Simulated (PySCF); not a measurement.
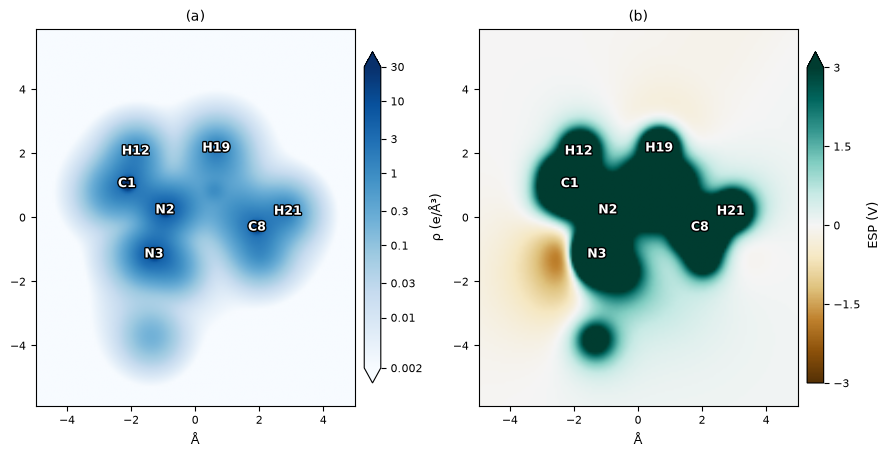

*C6H16N2Si (SMILES CN(NC1CC1)[SiH](C)C). (a) electron density; (b) molecular electrostatic potential on the plane of atoms C1, N2 and N3.*

Geometry: GFN2-xTB.

Level of theory: PBE0/pcSseg-1, SCF density, gas phase, non-relativistic (PySCF).

The calculation's input:

```
{"job": {"kind": "nmr", "xc": "PBE0", "basis": "pcSseg-1"}, "charge": 0, "multiplicity": 1}
C     -0.306786    -0.591570     2.499469
N     -0.311345     0.222705     1.307820
N      1.012858     0.560770     0.924381
C      1.654626    -0.383495     0.056392
C      1.683458    -0.245049    -1.443142
C      2.923542     0.004374    -0.630400
Si    -1.669227     0.254027     0.227812
C     -1.526672     1.835439    -0.817116
C     -1.868508    -1.255202    -0.924380
H      0.002885    -1.624361     2.302770
H      0.384189    -0.154584     3.220795
H     -1.309421    -0.605168     2.917791
H      0.998891     1.481839     0.495897
H      1.587221    -1.386158     0.460991
H      1.637974    -1.136728    -2.050481
H      1.200183     0.610686    -1.890301
H      3.259147     1.024477    -0.522512
H      3.727937    -0.713124    -0.676950
H     -2.820470     0.343324     1.137294
H     -0.798907     1.748319    -1.617738
H     -2.482664     2.056329    -1.280045
H     -1.254964     2.691779    -0.207329
H     -1.852617    -2.181537    -0.356611
H     -1.071706    -1.311638    -1.661639
H     -2.810560    -1.221308    -1.463633
```

Command:

```sh
OMP_NUM_THREADS=1 python probes_run.py task.json out
```

Question: Interpret the plot.

Answer: The plane passes through C, N and H nuclei. N–N (1.42 Å): ρ is about 2.1 e/Å³ halfway. C–N (1.44 Å): the density is about 1.9 e/Å³ at the midpoint. C–H (1.09 Å): the density is about 2 e/Å³ at the midpoint. Outside the dense part of the molecule the potential is most negative (−1.8 V) near N3.
